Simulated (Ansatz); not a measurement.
# twin(10-13) boundary in hcp Ru, starting shift (0.33, 0): structure and resistance, part 2 of 2

How much does the twin(10-13) boundary in hcp Ru, starting shift (0.33, 0) reflect electrons?

Ansatz 0.2.0; Ansatz plane-wave DFT, PBE, PAW files; relaxation of a bicrystal slab with its lowest layers held; PAW set soft_1 (the session's first sound run).

So far: The starting structure; Relaxing the bicrystal.

**2. Relaxing the bicrystal (continued)**

Relaxation path:

```csv
step,energy less that of the first step (eV),largest force component (eV/Å)
1,0.0000,1.1594
2,-0.8245,0.5561
3,-1.3777,0.5003
4,-1.9428,0.5872
5,-2.3576,0.7247
6,-2.7993,0.2261
7,-3.1097,0.1682
8,-3.2924,0.2696
9,-3.4157,0.0769
10,-3.4531,0.1403
11,-3.4547,0.1231
12,-3.4568,0.0280
13,-3.4568,0.0280
```

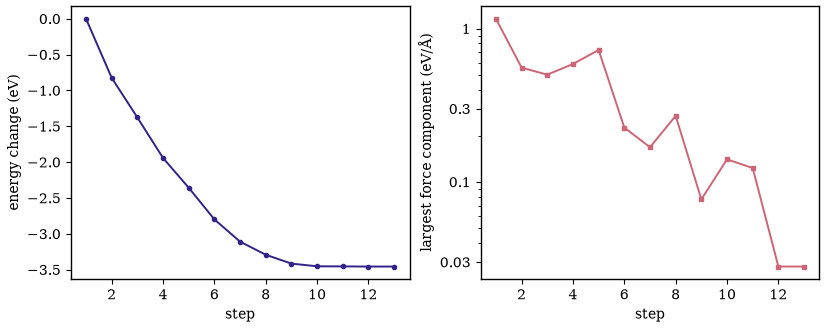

Energy and largest force along the relaxation.

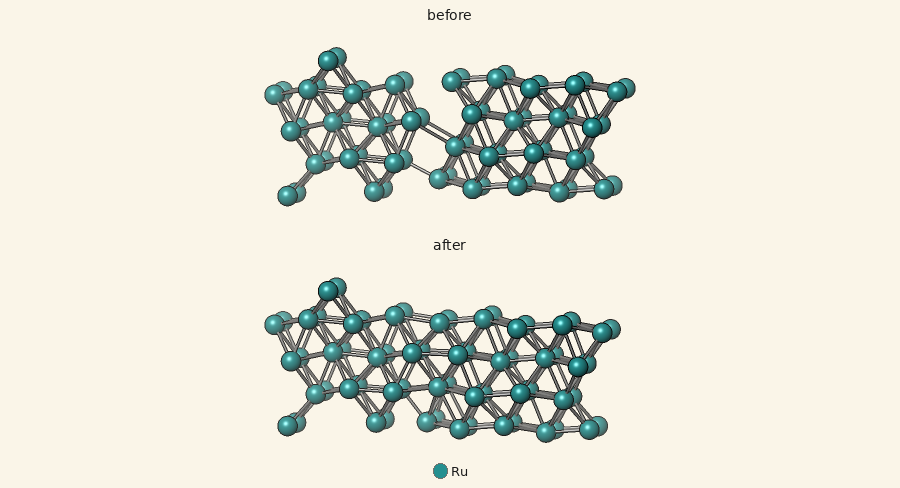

Before and after, at one scale.

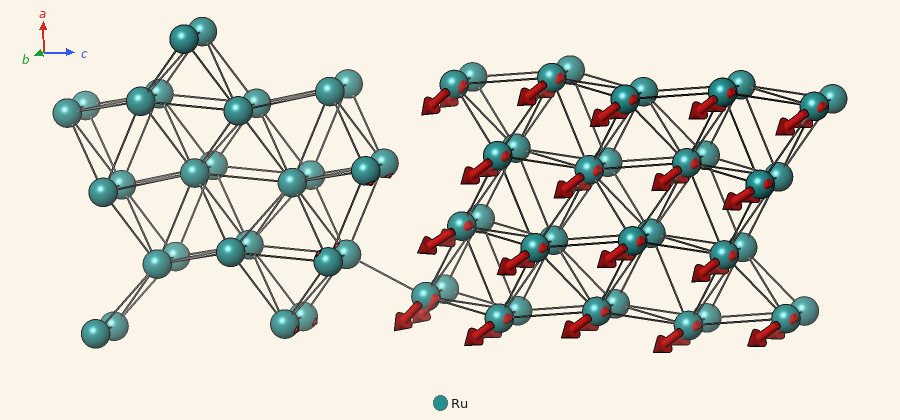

Displacements in the relaxation, scaled; the longest in the cell stands for 1.35 Å. 1×2×1 cells are drawn.

The atoms that moved most (Å):

```csv
atom,dx,dy,dz,length
Ru17,-0.721,-0.330,-1.099,1.355
Ru32,-0.751,-0.323,-0.955,1.257
Ru31,-0.725,-0.329,-0.949,1.238
Ru20,-0.706,-0.334,-0.934,1.218
Ru19,-0.737,-0.329,-0.906,1.213
Ru15,-0.864,-0.308,-0.793,1.212
Ru22,-0.734,-0.329,-0.869,1.184
Ru30,-0.656,-0.341,-0.916,1.177
```

The relaxed structure:

```cif
data_structure
_symmetry_space_group_name_H-M 'P 1'
_symmetry_Int_Tables_number 1
_cell_length_a 8.3417
_cell_length_b 2.7058
_cell_length_c 31.3163
_cell_angle_alpha 90.000
_cell_angle_beta 90.000
_cell_angle_gamma 80.666
_cell_volume 697.48
loop_
_atom_site_label
_atom_site_type_symbol
_atom_site_fract_x
_atom_site_fract_y
_atom_site_fract_z
_atom_site_occupancy
Ru1 Ru 0.70879 0.10394 0.15966 1
Ru2 Ru 0.00618 0.95525 0.19210 1
Ru3 Ru 0.46565 0.72551 0.19859 1
Ru4 Ru 0.76305 0.57681 0.23102 1
Ru5 Ru 0.22252 0.34707 0.23751 1
Ru6 Ru 0.51991 0.19838 0.26995 1
Ru7 Ru 0.97798 0.96964 0.27641 1
Ru8 Ru 0.27549 0.82055 0.30841 1
Ru9 Ru 0.73586 0.59047 0.31569 1
Ru10 Ru 0.02757 0.44469 0.35112 1
Ru11 Ru 0.48807 0.21410 0.35373 1
Ru12 Ru 0.78308 0.06746 0.38637 1
Ru13 Ru 0.25720 0.83013 0.39096 1
Ru14 Ru 0.53372 0.69177 0.42714 1
Ru15 Ru 0.02301 0.94786 0.43925 1
Ru16 Ru 0.73648 0.09068 0.47121 1
Ru17 Ru 0.28375 0.31801 0.46841 1
Ru18 Ru 0.98877 0.46515 0.50874 1
Ru19 Ru 0.52494 0.69686 0.51350 1
Ru20 Ru 0.23128 0.84353 0.54503 1
Ru21 Ru 0.77024 0.07475 0.55437 1
Ru22 Ru 0.47106 0.22395 0.58603 1
Ru23 Ru 0.01655 0.45134 0.59248 1
Ru24 Ru 0.71794 0.60114 0.62534 1
Ru25 Ru 0.25919 0.83030 0.63156 1
Ru26 Ru 0.96063 0.97946 0.66402 1
Ru27 Ru 0.49925 0.21018 0.67059 1
Ru28 Ru 0.20557 0.35737 0.70509 1
Ru29 Ru 0.74622 0.58707 0.71065 1
Ru30 Ru 0.45312 0.73319 0.74022 1
Ru31 Ru 0.98518 0.96729 0.74567 1
Ru32 Ru 0.68457 0.11821 0.77790 1
```

Numbers from this step:

```
free energy             : -188109.6269 eV
energy at zero smearing : -188109.0919 eV
Fermi energy            : 12.84 eV
```

The largest force component on a free atom ends at 0.028 eV/Å, under the tolerance of 0.03, after 13 steps.

**3. Transmission across the boundary**

This step: Ansatz plane-wave DFT, PBE, PAW files; ballistic transport by layer matching (Landauer), zero bias; boundary relaxed in a short slab, bulk layers laid on; PAW set soft_1 (Ansatz 0.2.0).

System of this step: twin(10-13) boundary in hcp Ru, starting shift (0.33, 0). The cell holds 72 atoms: 72 Ru. Its edges and angles: a = 8.342 Å, b = 2.706 Å, c = 51.832 Å, α = 90.0°, β = 90.0°, γ = 80.7°. It derives from Ru. Regions: lower grain, 28 atoms (28 Ru); boundary, 20 atoms (20 Ru); upper grain, 24 atoms (24 Ru). Vacuum lies along c.

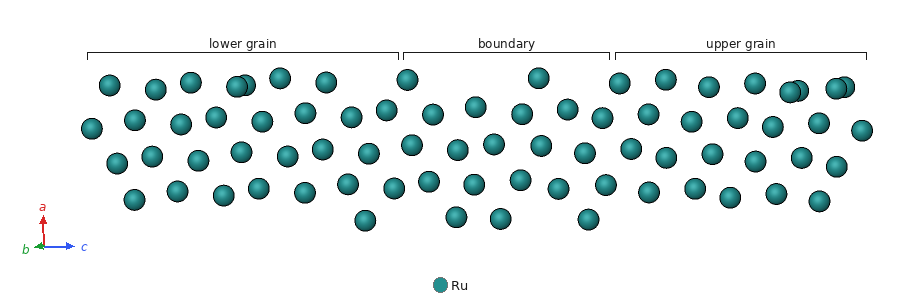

The cell of this step (ruthenium teal). Some periodic images of atoms are drawn too.

File input.yaml:

```yaml
crystal:
  lattice:
    - [8.3417110409, 0.0, 0.0]
    - [0.4388400416, 2.669976228, 0.0]
    - [0.0, 0.0, 51.8321709482]
  atoms:
    - { symbol: Ru, position: [4.6263567791, -10.3548450563, 0.0771721486] }
    - { symbol: Ru, position: [4.9237476689, -10.5035405011, 0.0967703112] }
    - { symbol: Ru, position: [4.3832258469, -9.7332795902, 0.1006899437] }
    - { symbol: Ru, position: [4.6806167368, -9.881975035, 0.1202881062] }
    - { symbol: Ru, position: [4.1400949148, -9.1117141241, 0.1242077387] }
    - { symbol: Ru, position: [4.4374858046, -9.260409569, 0.1438059013] }
    - { symbol: Ru, position: [3.8969639826, -8.4901486581, 0.1477255338] }
    - { symbol: Ru, position: [4.1943548724, -8.6388441029, 0.1673236964] }
    - { symbol: Ru, position: [3.6538330504, -7.868583192, 0.1712433289] }
    - { symbol: Ru, position: [3.9512239403, -8.0172786368, 0.1908414914] }
    - { symbol: Ru, position: [3.4107021182, -7.2470177259, 0.1947611239] }
    - { symbol: Ru, position: [3.7080930081, -7.3957131707, 0.2143592865] }
    - { symbol: Ru, position: [3.1675711861, -6.6254522598, 0.218278919] }
    - { symbol: Ru, position: [3.4649620759, -6.7741477046, 0.2378770815] }
    - { symbol: Ru, position: [2.9244402539, -6.0038867937, 0.241796714] }
    - { symbol: Ru, position: [3.2218311437, -6.1525822385, 0.2613948766] }
    - { symbol: Ru, position: [2.6813093217, -5.3823213276, 0.2653145091] }
    - { symbol: Ru, position: [2.9787002116, -5.5310167724, 0.2849126716] }
    - { symbol: Ru, position: [2.4381783895, -4.7607558615, 0.2888323042] }
    - { symbol: Ru, position: [2.7355692794, -4.9094513063, 0.3084304667] }
    - { symbol: Ru, position: [2.1950474574, -4.1391903954, 0.3123500992] }
    - { symbol: Ru, position: [2.4924383472, -4.2878858403, 0.3319482618] }
    - { symbol: Ru, position: [1.9519165252, -3.5176249294, 0.3358678943] }
    - { symbol: Ru, position: [2.249307415, -3.6663203742, 0.3554660568] }
    - { symbol: Ru, position: [1.708785593, -2.8960594633, 0.3593856893] }
    - { symbol: Ru, position: [2.0061764829, -3.0447549081, 0.3789838519] }
    - { symbol: Ru, position: [1.4656546609, -2.2744939972, 0.3829034844] }
    - { symbol: Ru, position: [1.7630455507, -2.423189442, 0.4025016469] }
    - { symbol: Ru, position: [0.2225237287, 0.3470714689, 0.4064212794] }
    - { symbol: Ru, position: [0.5199146185, 0.1983760241, 0.426019442] }
    - { symbol: Ru, position: [0.9779769482, 0.9696375138, 0.4299216973] }
    - { symbol: Ru, position: [0.2754892247, 0.8205508531, 0.4492603296] }
    - { symbol: Ru, position: [0.7358631427, 0.5904710452, 0.4536589302] }
    - { symbol: Ru, position: [0.0275675683, 0.4446882657, 0.4750624153] }
    - { symbol: Ru, position: [0.4880738628, 0.2141046349, 0.4766414603] }
    - { symbol: Ru, position: [0.783076135, 0.0674560141, 0.4963613226] }
    - { symbol: Ru, position: [0.2572002762, 0.830133766, 0.4991316663] }
    - { symbol: Ru, position: [0.5337160381, 0.6917703002, 0.5209903978] }
    - { symbol: Ru, position: [0.0230119531, -0.0521409274, 0.5283110136] }
    - { symbol: Ru, position: [0.7364792325, 0.0906780988, 0.5476176181] }
    - { symbol: Ru, position: [0.2837458144, 0.3180115022, 0.5459280782] }
    - { symbol: Ru, position: [-0.011226149, 0.4651502255, 0.5702926079] }
    - { symbol: Ru, position: [0.5249427418, 0.6968619352, 0.5731728965] }
    - { symbol: Ru, position: [0.2312834424, 0.8435288219, 0.592219151] }
    - { symbol: Ru, position: [0.7702385986, 0.0747519658, 0.5978605131] }
    - { symbol: Ru, position: [0.4710626928, 0.2239536502, 0.6169902897] }
    - { symbol: Ru, position: [0.0165543954, 0.4513399553, 0.6208875297] }
    - { symbol: Ru, position: [0.7179358809, 0.6011411845, 0.6407429291] }
    - { symbol: Ru, position: [2.2590715153, -3.1696726186, 0.6445339432] }
    - { symbol: Ru, position: [1.9616806254, -3.0209771738, 0.6641321057] }
    - { symbol: Ru, position: [2.5022024474, -3.7912380847, 0.6680517382] }
    - { symbol: Ru, position: [2.2048115576, -3.6425426399, 0.6876499008] }
    - { symbol: Ru, position: [2.7453333796, -4.4128035508, 0.6915695333] }
    - { symbol: Ru, position: [2.4479424898, -4.264108106, 0.7111676958] }
    - { symbol: Ru, position: [2.9884643118, -5.0343690169, 0.7150873284] }
    - { symbol: Ru, position: [2.691073422, -4.8856735721, 0.7346854909] }
    - { symbol: Ru, position: [3.231595244, -5.655934483, 0.7386051234] }
    - { symbol: Ru, position: [2.9342043541, -5.5072390382, 0.758203286] }
    - { symbol: Ru, position: [3.4747261761, -6.2774999491, 0.7621229185] }
    - { symbol: Ru, position: [3.1773352863, -6.1288045042, 0.781721081] }
    - { symbol: Ru, position: [3.7178571083, -6.8990654151, 0.7856407135] }
    - { symbol: Ru, position: [3.4204662185, -6.7503699703, 0.8052388761] }
    - { symbol: Ru, position: [3.9609880405, -7.5206308812, 0.8091585086] }
    - { symbol: Ru, position: [3.6635971506, -7.3719354364, 0.8287566711] }
    - { symbol: Ru, position: [4.2041189727, -8.1421963473, 0.8326763036] }
    - { symbol: Ru, position: [3.9067280828, -7.9935009025, 0.8522744662] }
    - { symbol: Ru, position: [4.4472499048, -8.7637618134, 0.8561940987] }
    - { symbol: Ru, position: [4.149859015, -8.6150663686, 0.8757922613] }
    - { symbol: Ru, position: [4.690380837, -9.3853272795, 0.8797118938] }
    - { symbol: Ru, position: [4.3929899472, -9.2366318347, 0.8993100563] }
    - { symbol: Ru, position: [4.9335117692, -10.0068927456, 0.9032296888] }
    - { symbol: Ru, position: [4.6361208793, -9.8581973008, 0.9228278514] }
kpoints:
  mp_grid: { grid: [3, 9, 1] }
hamiltonian:
  xc: pbe
  pseudopotentials: { kind: paw, azcp: { folder: soft_1 } }
scf:
  occupations: { method: fermi_dirac, width: 0.1 }
output:
  transmission:
    leads: [[16, 18], [56, 58]]
    kmesh: [8, 24]
    e_range: [-0.1, 0.1]
    de: 0.05
  write_potential: true
  write_density: true
  volumetric_format: npy
  elf: true
```

Launch:

```bash
ansatz run input.yaml --threads 4 --pin off --max-ram 15360MiB --backend cpu --events-out ev --progress --plain --runs-dir out
```

Numbers of over 12 decimals in the logs are rounded to 6 here.

Output:

```text
[...]
Crystal: 72 atoms, lattice volume = 1154.415 Å³
Basis set: ecut = 420 eV, 22671 PW (Γ)
Bands: 692, of which v1, the nominal top of the filled ones, is band 576 counted from 1 (575 counted from 0)
Symmetry: 1 space group operations
[...]
k-points: 14 of 27 (time reversal used)
[...]
SCF iter   1: F=—  HF=-423305.280728 eV  |F-HF|=—  |Δ(HF+E_count)|=         —  Δρ=1.11e-1  dr2=5.10e2  ethr=3.10e-3  ⟨swp⟩=6.9  Hψ=34815  notcnv=0
[...]
SCF iter  13: F=-423259.256872 eV  HF=-423259.256872 eV  |F-HF|=9.20e-9  |Δ(HF+E_count)|=   2.60e-8  Δρ=8.09e-7  dr2=1.57e-8  ethr=8.68e-12  ⟨swp⟩=2.4  Hψ=17220  notcnv=0
SCF 1 converged in 13 iterations: F = -423259.256872 eV  dr2 = 1.57e-8
[...]
transmission: 745 of 7448 steps passed
transmission: 1490 of 7448 steps passed
[...]
transmission: 7448 of 7448 steps passed
WARN: The output density's exchange-correlation potential varies sharply where the density is thin. Do not read a vacuum level from v_tot or v_xc, or from such a field of the output density. On a cell that repeats whose density bears no net charge and no dipole along the vacuum's axis use v_es (v_loc + v_h of the components); under efield.dipole_correction with no amplitude use v_es + v_field, which holds any externa [...]
SCF converged after 13 iterations
Free energy (F): -423259.256872 eV
[...]
Internal energy: -423257.108912 eV  (E = F + TS)
E sigma→0 (E₀):  -423258.182892 eV
Entropy (-TS):   -2.147959 eV (-29.833 meV/atom)
Fermi energy:    19.078712 eV
[...]
--- Band table (eV; the first three rows and the last of 14) ---
  k-point 0: bands = [... 572 lower, 18.8175, 18.8428, 18.8717, 18.8817, 18.9363, 18.9413, 18.9495, 18.9869, ... 112 higher]
  k-point 1: bands = [... 572 lower, 18.6323, 18.6882, 18.7072, 18.7210, 18.7670, 18.8173, 18.8358, 18.8742, ... 112 higher]
  k-point 2: bands = [... 572 lower, 18.5237, 18.5588, 18.5849, 18.6046, 18.6299, 18.6473, 18.7151, 18.7545, ... 112 higher]
  k-point 13: bands = [... 572 lower, 18.3770, 18.3953, 18.4111, 18.4503, 18.4640, 18.4853, 18.5152, 18.5441, ... 112 higher]
--- Transmission ---
  basis      : 195 plane waves across, 76 finite elements along
  points     : 98, standing for a mesh of 8 x 24
  energies   : 5 from -0.100000 to 0.100000 eV about the Fermi level, 0.050000 eV apart; the leads are filled to 0.000000 eV, and channels, transmission and decay are at 0.000000 eV
  crystal 0  : Ru4, at the sites [16, 18], period 2.4380 Å, over 18.28 Å; its Hamiltonian steps by up to 16.5 meV
    offset         : up to 0.0000 Å between an atom of the period and one for which it stands
    channels       : 5.104167e0 a spin
    conductance    : none, the energies end too early or step too widely for 300 K: set another output.transmission.e_range or a lower de, or, where they end at an eighth of basis.ecutwfc, a higher one
[...]
channels       : 5.104167e0 a spin
[...]
junction   : crystal 0 to crystal 1, 13.04 to 38.79 Å
    transmission   : 2.687751e0 a spin
[...]
```

Elapsed: 25 min, on 4 threads of Intel Xeon Platinum 8488C (Sapphire Rapids), shared host; peak memory 12 GiB.

Numbers from this step:

* free energy: -423259.2569 eV
* energy at zero smearing: -423258.1829 eV
* Fermi energy: 19.08 eV
* cell area: 22.27 Å²
* transmission per spin nearest the Fermi level: 2.688
* open channels per spin nearest the Fermi level: 5.104
* open channels per spin, upper lead: 5.104
* step of the lead's potential: 16.5 meV
* step of the upper lead's potential: 15.7 meV

Per spin. Table of transmission, zone mean by energy, zero at the Fermi level:

```csv
energy (eV),"transmission, zone mean"
-0.1000,2.74
-0.0500,2.73
0.0000,2.69
0.0500,2.62
0.1000,2.66
```

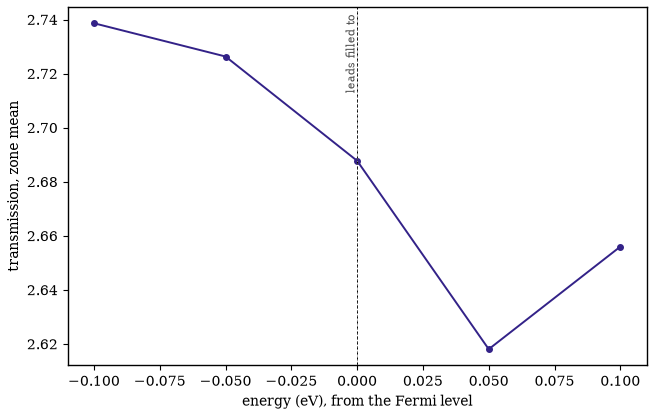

Transmission, zone mean, plotted against energy.

Per spin. Open channels, zone mean against energy, zero at the Fermi level:

```csv
energy (eV),lead,upper lead
-0.1000,5.08,5.09
-0.0500,5.19,5.20
0.0000,5.10,5.10
0.0500,4.98,4.98
0.1000,4.94,4.94
```

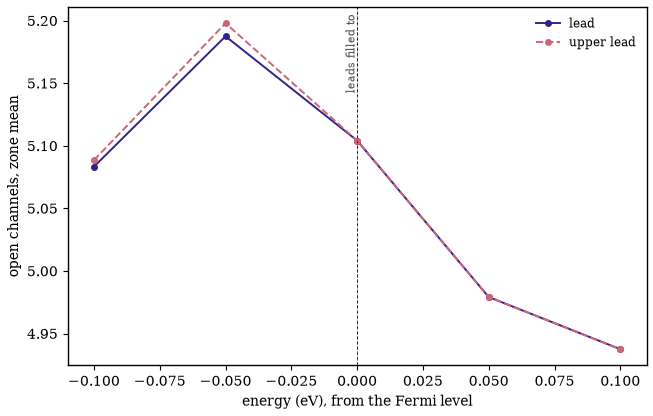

Open channels, zone mean, plotted against energy.

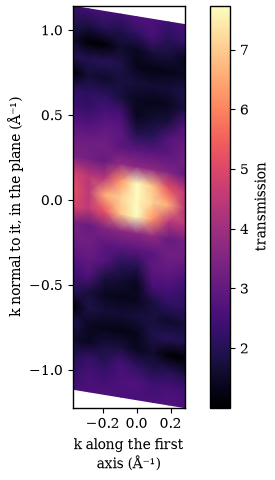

Transmission over k1 and k2. At 0.0000 eV from the Fermi level.

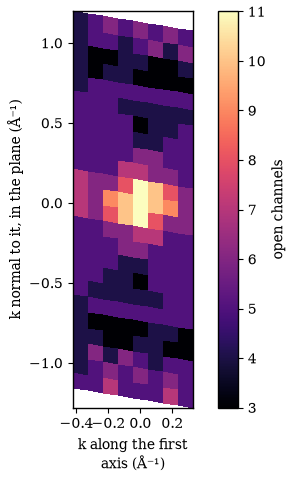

Open channels over k1 and k2. At 0.0000 eV from the Fermi level.

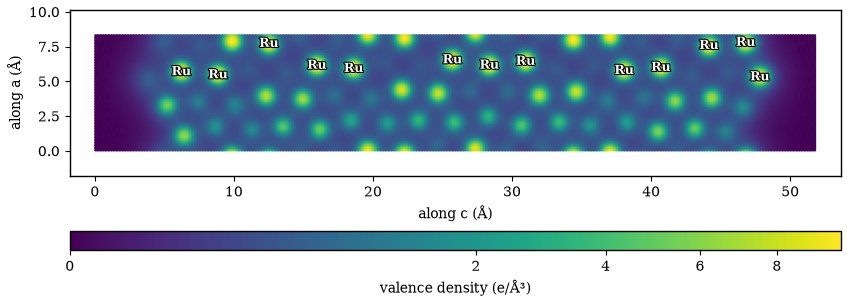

Valence density in the ca plane at fractional y = 0.067, with atoms of Ru within 0.2 Å of it. It is the smooth field of the valence electrons, not physical close to the nuclei. The colour scale is stretched toward low values.

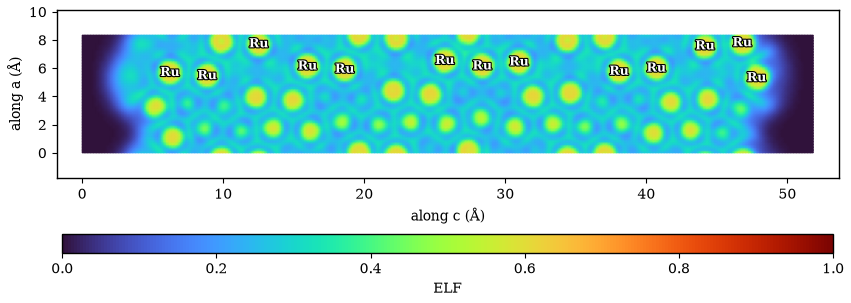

ELF in the ca plane at fractional y = 0.067, with atoms of Ru within 0.2 Å of it. It is the smooth field of the valence electrons, not physical close to the nuclei.

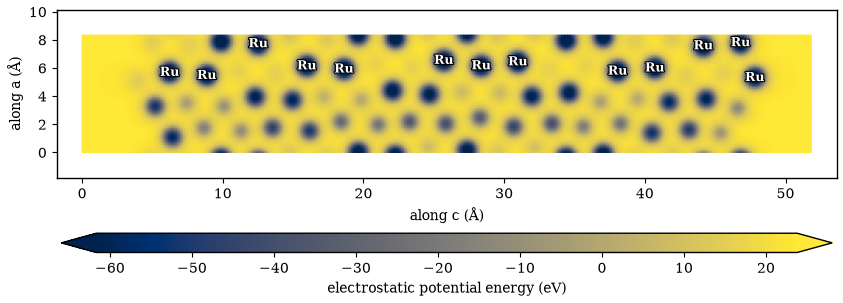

Electrostatic potential energy in the ca plane at fractional y = 0.067, with atoms of Ru within 0.2 Å of it. With pseudopotentials it is smooth inside the atoms' cores, unlike the true potential.

Over the solved energies the transmission per spin lies between 2.62 and 2.74, out of 5.06 channels of the lead on average (up to 5.19).

**4. Specific resistance**

This step: Ansatz plane-wave DFT, PBE, PAW files; ballistic transport by layer matching (Landauer), zero bias; specific resistance of the boundary; PAW set soft_1 (Ansatz 0.2.0).

Numbers from this step:

| Property | Result |
| --- | --- |
| area resistance | 0.5023 fΩ m² |
| T over the leads' mean channel count | 0.5307 |

Averaged over the energies near the Fermi level, 53.1 % of the channels pass, which makes 0.502 fΩ m².

By hand, with T and the leads' channels N averaged over the energies near the Fermi level: RA = A (h/2e²)(1/T − ½[1/N₁ + 1/N₂]) = 22.27×10⁻²⁰ m² × 12 906 Ω × (1/2.685 − ½[1/5.058 + 1/5.061]) = 0.502 fΩ m².

**5. Results**

```json
{
 "specific resistance of the boundary": "0.502 fΩ m²",
 "share of channels that pass": "0.531"
}
```

**Reading.** The boundary has a specific resistance of 0.50 fΩ m². The boundary reflects 47 % of the channels; 0.50 fΩ m² is 5.0×10⁻¹² Ω·cm². In the relaxation the upper grain slid sideways by about 0.8 Å, so the result belongs to the position that it found, not to the starting one. One starting structure was relaxed; another shift or atom count at the boundary may lie lower.

[Logs are printed without paths, hosts, clocks, repeated set-up lines and the standing remarks that a program may print on its own settings, such as how far it seeks lower states.]

[Hosts, paths, dates, database ids (printed as entryN), source tags and the programs' standing remarks are cut or masked in the printed files.]
